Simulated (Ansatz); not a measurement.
# C₃H₆FNSi: how energies converge with the basis set

How large a basis does C₃H₆FNSi need? Two functionals are run in growing sets.

Program: Ansatz 0.2.0, Gaussian basis. Level of theory: one geometry, several basis sets. These are calculated values, not measurements.

Levels to be run: PBE0-D4/def2-SVP; ωB97M-V/def2-SVP; PBE0-D4/def2-QZVPP; ωB97M-V/def2-QZVPP; the functionals' def2-TZVPP values are taken from earlier runs.

**1. Structure used throughout**

The geometry comes from an earlier relaxation with PBE0-D4 in a triple-zeta def2 set; it is a stationary point, not always the lowest conformer.

SMILES `C[C@@H]1C=N[Si@H]1F`, 12 atoms, charge 0, spin multiplicity 1.

Atoms are counted from 1 here; the program's logs count them from 0.

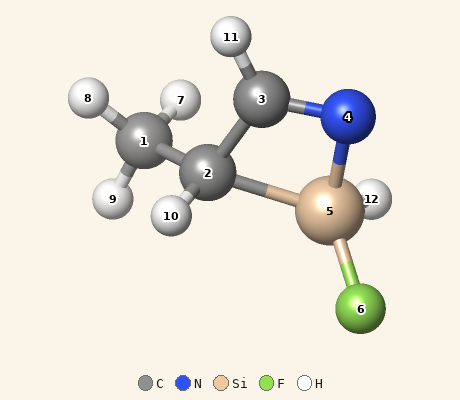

The structure; carbon grey, nitrogen blue, silicon light orange, fluorine green, hydrogen white; atoms are numbered from 1 in the order of the file.

**2. PBE0-D4 in def2-SVP**

Input file in.yaml:

```yaml
crystal:
  periodic: [false, false, false]
  atoms:
    - {symbol: C, position_ang: [0.977250, -1.103434, -0.555722]}
    - {symbol: C, position_ang: [0.448774, 0.054292, 0.269664]}
    - {symbol: C, position_ang: [-0.764704, -0.212016, 1.151329]}
    - {symbol: N, position_ang: [-1.706601, 0.650831, 1.010328]}
    - {symbol: Si, position_ang: [-0.791141, 1.333236, -0.335224]}
    - {symbol: F, position_ang: [-0.419505, 2.878406, -0.233925]}
    - {symbol: H, position_ang: [0.201519, -1.528646, -1.197510]}
    - {symbol: H, position_ang: [1.356375, -1.908531, 0.080578]}
    - {symbol: H, position_ang: [1.797685, -0.780187, -1.199300]}
    - {symbol: H, position_ang: [1.243390, 0.505128, 0.873843]}
    - {symbol: H, position_ang: [-0.844665, -1.072121, 1.829736]}
    - {symbol: H, position_ang: [-1.421478, 1.127841, -1.659698]}
basis:
  gaussian: {orbitals: def2-SVP}
hamiltonian: {xc: pbe0, dispersion: d4}
output: {orbitals: {seedname: orbitals}}
```

Run with:

```
$ ansatz run in.yaml --threads 4 --pin off --events-out ev --progress --plain --max-ram 10444MiB
```

The runs that follow: ωB97M-V in def2-SVP; PBE0-D4 in def2-QZVPP; ωB97M-V in def2-QZVPP.

Before running them: what should the planned runs give, taken together? Wanted: PBE0-D4: double and triple zeta above quadruple; ωB97M-V: double and triple zeta above quadruple.

As calculated:

```
                                       quantity           value
PBE0-D4: double and triple zeta above quadruple  12.32, 0.69 eV
ωB97M-V: double and triple zeta above quadruple  12.58, 0.64 eV
```

What this shows: For PBE0-D4 the step from double to triple zeta gains 11.63 eV and the next only 0.69 eV. These are total energies; as a rule much of such shifts cancels in differences, which this series doesn't test.
